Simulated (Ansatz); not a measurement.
A series of calculations on CH5BO

### Relaxation

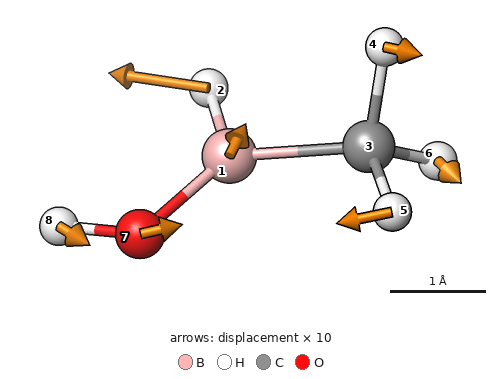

This is a relaxation of CH5BO. The starting structure is drawn; orange arrows show the displacements, 10 times their true length. The two geometries are superimposed by the best rigid fit.

Style: ball-and-stick. Shown from a free direction.

The run prepares an end point of a later path (reaction) calculation, from a guessed geometry.

Level of theory: RKS PBE/def2-SVP (Ansatz 0.2.0). Set-up: no spin polarisation; force threshold 0.03 eV/Å; at most 50 steps.

What did the optimiser do to the structure, and how much energy did it gain?

Answer. The largest move after the best rigid fit is that of H2, 0.12 Å. By element the largest moves are H 0.12 Å, O 0.05 Å, B 0.05 Å, C 0.01 Å. Some distances before and after: B1–H2 1.195 → 1.229 Å, B1–C3 1.575 → 1.569 Å, B1–O7 1.360 → 1.365 Å. Among the angles between lasting bonds that change: H2–B1–C3 114.2° → 121.5°, H2–B1–O7 123.0° → 119.0°, C3–B1–O7 122.8° → 119.6°. After 3 accepted moves (4 points after the start) the energy has fallen by 4.76 kJ/mol. The largest force component goes from 0.78 to 0.023 eV/Å. The line search rejected the trial step at point 3 of the run. The run took 5.4 s on 1 thread of Intel(R) Xeon(R) 6975P-C (Granite Rapids) (shared host), peak memory 0.15 GiB.

### Relaxation

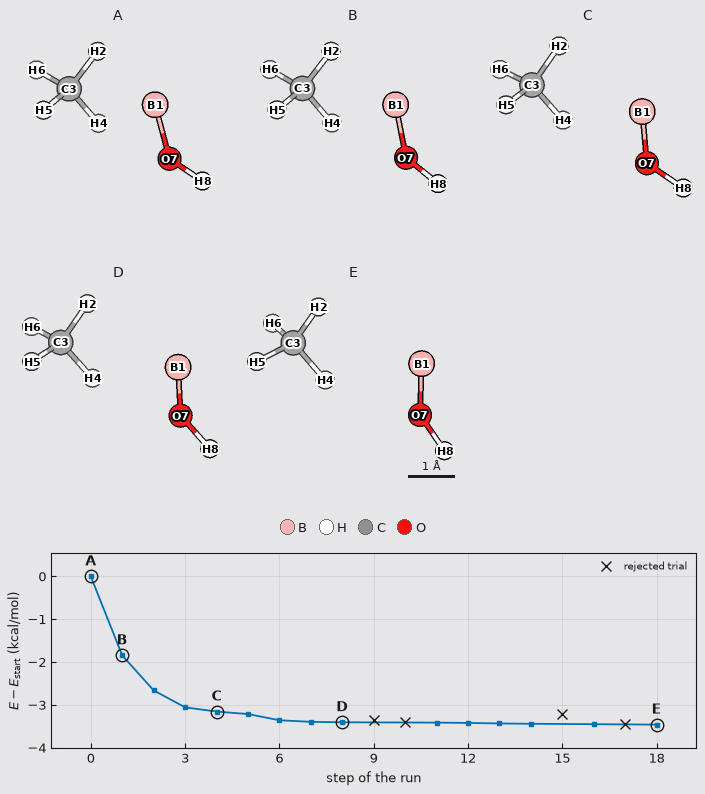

Frames of a relaxation of CH₅BO, marked on the history of the run. A ball-and-stick model, seen from a free direction.

The run prepares an end point of a later path (reaction) calculation, from a guessed geometry.

Computed with RKS PBE/def2-SVP in Ansatz. (no spin polarisation; force threshold 0.03 eV/Å; at most 50 steps)

What happens along the run?

The energy falls by 3.46 kcal/mol in 14 accepted moves (18 points after the start). The largest force component goes from 0.47 to 0.019 eV/Å. The line search rejected the trial steps at points 9, 10, 15, 17 of the run. The forces were under the threshold at step 8, but the run went on from there. B1 moves most after the best rigid fit: 0.81 Å. By element the largest moves are B 0.81 Å, H 0.59 Å, O 0.41 Å, C 0.28 Å. Among the contacts that change: B1–O7 1.310 → 1.305 Å. Among the angles between lasting bonds that change: B1–O7–H8 117.3° → 123.1°. Cost: 13 s on 1 thread of Intel(R) Xeon(R) 6975P-C (Granite Rapids), with other jobs on the host, peak memory 0.14 GiB. From step 0 to 1: B1 moves most (0.19 Å), energy −1.84 kcal/mol. From step 1 to 4: B1 moves most (0.41 Å), energy −1.31 kcal/mol. From step 4 to 8: B1 moves most (0.16 Å), energy −0.25 kcal/mol. From step 8 to 18: H5 moves most (0.27 Å), energy −0.05 kcal/mol.

Limits of the set-up: the start holds two separate molecules, 2.4 Å apart at their closest, whose relative position is a soft coordinate and is computed without a dispersion correction.

### Path

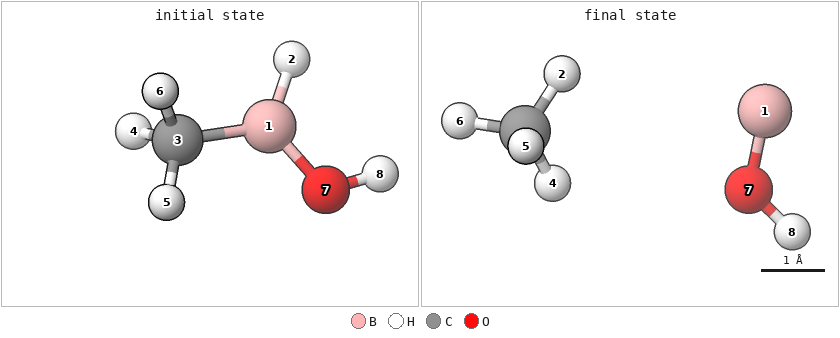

The two relaxed end points of a path for CH$_{5}$BO. Style: ball-and-stick. Shown at a tilt.

Theory: RKS PBE/def2-SVP (Ansatz 0.2.0).

Settings: 5 movable images; climbing image; force threshold 0.05 eV/Å; iteration limit 60.

Start:
```xyz
8

B     0.2246   -0.2077    0.3017
H    -0.0974   -0.4900    1.4534
C     1.7249    0.0201   -0.0969
H     2.3072   -0.9065    0.1050
H     1.8716    0.3060   -1.1573
H     2.1836    0.7961    0.5539
O    -0.7492   -0.0970   -0.6483
H    -1.6357   -0.2677   -0.2831
```

End:
```xyz
8

B    -1.6641    0.2231    0.4800
H     1.5765    0.4658    1.0973
C     2.1993    0.1172    0.2518
H     1.7300   -0.7754   -0.2021
H     2.2692    0.9205   -0.5055
H     3.2128   -0.1383    0.6149
O    -1.4009   -0.6270   -0.4744
H    -2.0932   -1.0326   -1.0337
```

Q: Predict the minimum-energy path and its barrier.

A: The highest point, image 3, lies 392.1 kJ/mol above the start and 128.6 kJ/mol above the end; the end is at +263.5 kJ/mol relative to the start. Breaking: B1–C3 (1.57 → 2.07 at the top → 3.87 Å), B1–H2 (1.23 → 1.25 at the top → 3.31 Å). Forming: H2–C3 (2.45 → 1.50 at the top → 1.11 Å). The band converged in 18 iterations, with a climbing image at the top. At the top, the vibrational analysis gives one imaginary mode (1286i cm⁻¹), as a transition state must have.

Energies of the converged images:

| image | path (Å) | E (kJ/mol) |
| --- | --- | --- |
| 0 | 0.00 | 0.0 |
| 1 | 0.80 | 2.4 |
| 2 | 1.60 | 78.3 |
| 3 | 2.40 | 392.1 |
| 4 | 3.30 | 279.1 |
| 5 | 4.20 | 264.0 |
| 6 | 5.10 | 263.5 |

The geometry at the top of the path:

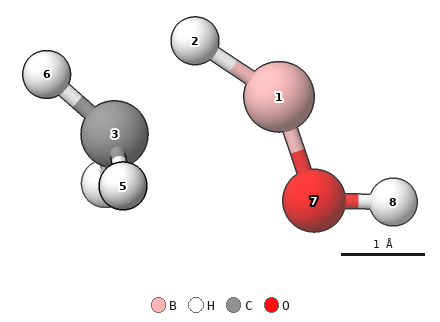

The run took 61 s on 1 thread of Intel(R) Xeon(R) 6975P-C (Granite Rapids) (shared host), peak memory 0.12 GiB.
